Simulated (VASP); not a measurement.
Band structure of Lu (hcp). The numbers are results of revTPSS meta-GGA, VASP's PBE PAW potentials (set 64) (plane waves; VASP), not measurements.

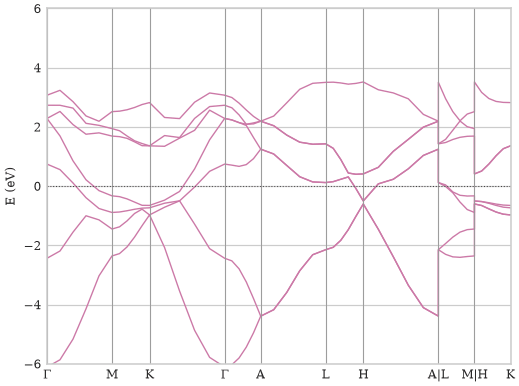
Bands along high-symmetry lines, zero at the valence-band maximum or, without a gap, the Fermi level

Task: Read the plot: is there a gap, and where are the band edges?

Result: It has no gap at this level: it comes out as a metal or semimetal.

The compound is Lu in the hcp structure. It was relaxed first.
